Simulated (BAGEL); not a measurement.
**CH4OSi (SMILES CO[SiH]): B3LYP/aug-cc-pVDZ (density fitting with qzvpp-jkfit)**

What is the energy change on altering one bond length of CH4OSi at B3LYP/aug-cc-pVDZ (density fitting with qzvpp-jkfit)? 

Program for the calculation: BAGEL 1.2.2.

1 further run of the same task is left out (set aside as unsound or not needed).

## 1. The structure to begin with

CH4OSi: 7 atoms, total charge 0, spin state singlet. As SMILES, `CO[SiH]`. The coordinates come from a PBE0-D4/def2-TZVP relaxation. This is one conformer, not always the lowest.

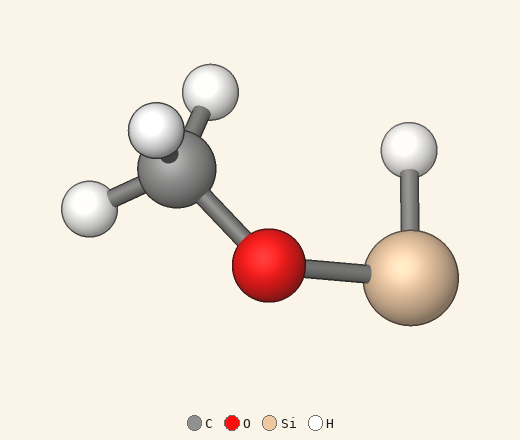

Viewed from a chosen angle; carbon grey, oxygen red, silicon light orange, hydrogen white.

## 2. The energy at B3LYP/aug-cc-pVDZ (density fitting with qzvpp-jkfit)

Input file job.json:

```json
{ "bagel": [

{
  "title": "molecule",
  "basis": "aug-cc-pvdz.json",
  "df_basis": "qzvpp-jkfit",
  "angstrom": true,
  "geometry": [
    { "atom": "C", "xyz": [   -0.512400,    0.485500,   -0.338500 ] },
    { "atom": "O", "xyz": [   -0.443200,   -0.446500,    0.717600 ] },
    { "atom": "Si", "xyz": [    0.796900,   -1.387300,    1.229900 ] },
    { "atom": "H", "xyz": [   -1.296400,    0.180800,   -1.035500 ] },
    { "atom": "H", "xyz": [    0.443800,    0.547500,   -0.868700 ] },
    { "atom": "H", "xyz": [   -0.769300,    1.467500,    0.065400 ] },
    { "atom": "H", "xyz": [    1.841700,   -0.915600,    0.184100 ] }
  ]
},
{ "title": "ks", "xc_func": "b3lyp" },
{ "title": "print", "file": "orbitals.molden", "orbitals": true }

]}
```

The basis set aug-cc-pVDZ is read from a file made from the Basis Set Exchange's data (not shown).

Run with:

```console
BAGEL_NUM_THREADS=1 BAGEL job.json > job.out
```

What it wrote:

```text
* using 1 threads per process

  ===============================================================
  ===============================================================

  *** Geometry ***

  { "atom" : "C", "xyz" : [     -0.968296,      0.917462,     -0.639672 ] },
  { "atom" : "O", "xyz" : [     -0.837527,     -0.843763,      1.356067 ] },
  { "atom" : "Si", "xyz" : [      1.505923,     -2.621617,      2.324174 ] },
  { "atom" : "H", "xyz" : [     -2.449841,      0.341662,     -1.956811 ] },
  { "atom" : "H", "xyz" : [      0.838660,      1.034625,     -1.641605 ] },
  { "atom" : "H", "xyz" : [     -1.453766,      2.773173,      0.123588 ] },
  { "atom" : "H", "xyz" : [      3.480309,     -1.730233,      0.347899 ] },

  Number of auxiliary basis functions:      352

  Since a DF basis is specified, we compute 2- and 3-index integrals:
    o Being stored without compression. Storage requirement is 0.033 GB

  Number of basis functions:      109
  Number of electrons      :       32

    * METHOD: MOLECULE                             0.12

  *** Kohn-Sham DFT ***

    * Removing 11318 points whose weight is below 1.00e-10
    * Grid points: 93024

  === Nuclear Repulsion ===
   101.0699044784

       - DIIS with orbital gradients will be used.

  === KS iteration (b3lyp / aug-cc-pvdz.json) ===
      0       -380.37576900          0.10675734           0.28
      1       -369.72074826          0.15056661           0.28
      2       -380.63477140          0.09792724           0.28
      3       -389.71494622          0.12302432           0.28
      4       -404.56477880          0.03895810           0.28
      5       -404.56777797          0.03845906           0.28
      6       -404.42915889          0.04254523           0.28
      7       -404.74833871          0.03246373           0.28
      8       -405.08337471          0.01474581           0.28
      9       -405.17508264          0.01023303           0.28
     10       -405.23165076          0.00170492           0.28
     11       -405.23335699          0.00026017           0.28
     12       -405.23338466          0.00004077           0.28
     13       -405.23338566          0.00000812           0.28
     14       -405.23338569          0.00000155           0.28
     15       -405.23338569          0.00000059           0.28
     16       -405.23338569          0.00000014           0.28
     17       -405.23338569          0.00000003           0.28
     18       -405.23338569          0.00000001           0.28
    * SCF iteration converged.

    * Permanent dipole moment:
           (    0.023680,    -0.420660,     0.480135) a.u.

    * METHOD: KS                                   5.77

    * METHOD: PRINT                                0.02

  ===============================================================
```

Run time: 6.3 s. Hardware: 1 thread of Arm Neoverse V2, shared host; peak memory 0.46 GiB.

## 3. The distorted shape, same level

Input file input.json:

```json
{ "bagel": [

{
  "title": "molecule",
  "basis": "aug-cc-pvdz.json",
  "df_basis": "qzvpp-jkfit",
  "angstrom": true,
  "geometry": [
    { "atom": "C", "xyz": [      -0.990525,       0.454498,      -0.073386 ] },
    { "atom": "O", "xyz": [      -0.921325,      -0.477502,       0.982714 ] },
    { "atom": "Si", "xyz": [       0.318775,      -1.418302,       1.495014 ] },
    { "atom": "H", "xyz": [      -1.774525,       0.149798,      -0.770386 ] },
    { "atom": "H", "xyz": [       0.443800,       0.547500,      -0.868700 ] },
    { "atom": "H", "xyz": [      -1.247425,       1.436498,       0.330514 ] },
    { "atom": "H", "xyz": [       1.363575,      -0.946602,       0.449214 ] }
  ]
},

{
  "title": "ks",
  "xc_func": "b3lyp"
},

{
  "title": "print",
  "file": "orbitals.molden",
  "orbitals": true
}

]}
```

The basis set aug-cc-pVDZ is read from a file made from the Basis Set Exchange's data (not shown).

Run with:

```console
BAGEL_NUM_THREADS=1 BAGEL input.json > input.out
```

What it wrote:

```text
* using 1 threads per process

  ===============================================================
  ===============================================================

  *** Geometry ***

  { "atom" : "C", "xyz" : [     -1.871821,      0.858877,     -0.138679 ] },
  { "atom" : "O", "xyz" : [     -1.741052,     -0.902348,      1.857060 ] },
  { "atom" : "Si", "xyz" : [      0.602397,     -2.680202,      2.825167 ] },
  { "atom" : "H", "xyz" : [     -3.353366,      0.283077,     -1.455819 ] },
  { "atom" : "H", "xyz" : [      0.838660,      1.034625,     -1.641605 ] },
  { "atom" : "H", "xyz" : [     -2.357292,      2.714588,      0.624581 ] },
  { "atom" : "H", "xyz" : [      2.576783,     -1.788819,      0.848891 ] },

  Number of auxiliary basis functions:      352

  Since a DF basis is specified, we compute 2- and 3-index integrals:
    o Being stored without compression. Storage requirement is 0.033 GB

  Number of basis functions:      109
  Number of electrons      :       32

    * METHOD: MOLECULE                             0.12

  *** Kohn-Sham DFT ***

    * Removing 10695 points whose weight is below 1.00e-10
    * Grid points: 93647

  === Nuclear Repulsion ===
    99.4586305544

       - DIIS with orbital gradients will be used.

  === KS iteration (b3lyp / aug-cc-pvdz.json) ===
      0       -380.52958120          0.10100761           0.28
      1       -370.80041280          0.14268062           0.28
      2       -381.06656686          0.09766089           0.28
      3       -392.23038238          0.12149438           0.28
      4       -404.49009022          0.03856070           0.28
      5       -403.58825499          0.05029663           0.28
      6       -403.75462970          0.05001879           0.28
      7       -399.84512702          0.10259698           0.28
      8       -404.73948150          0.03062404           0.28
      9       -405.15201200          0.00456623           0.28
     10       -405.15481968          0.00413260           0.28
     11       -405.16369258          0.00092421           0.28
     12       -405.16417231          0.00018398           0.28
     13       -405.16419270          0.00003380           0.28
     14       -405.16419335          0.00001753           0.28
     15       -405.16419352          0.00000251           0.28
     16       -405.16419352          0.00000093           0.28
     17       -405.16419352          0.00000033           0.28
     18       -405.16419352          0.00000014           0.28
     19       -405.16419352          0.00000003           0.28
     20       -405.16419352          0.00000000           0.28
    * SCF iteration converged.

    * Permanent dipole moment:
           (    0.135962,    -0.307306,     0.293430) a.u.

    * METHOD: KS                                   6.37

    * METHOD: PRINT                                0.02

  ===============================================================
```

Run time: 6.9 s. Hardware: 1 thread of Arm Neoverse V2, shared host; peak memory 0.46 GiB.

## 4. What came out

At B3LYP/aug-cc-pVDZ (density fitting with qzvpp-jkfit):

| quantity | value |
| --- | --- |
| first shape: total energy | -405.23339 Eh |
| first shape: dipole moment | 1.62 D |
| first shape: HOMO energy | -6.39 eV |
| first shape: LUMO energy | -2.24 eV |
| first shape: HOMO–LUMO gap | 4.16 eV |
| distorted shape: total energy | -405.16419 Eh |
| distorted shape: dipole moment | 1.13 D |
| distorted shape: HOMO energy | -6.46 eV |
| distorted shape: LUMO energy | -2.34 eV |
| distorted shape: HOMO–LUMO gap | 4.12 eV |
| energy change with the C1–H5 bond stretched from 1.095 to 1.643 Å | 1.883 eV |

**Reading.** With the C1–H5 bond stretched from 1.095 to 1.643 Å the energy rises by 1.88 eV (43 kcal/mol). The first shape isn't relaxed at this level, so the change isn't measured from a minimum.
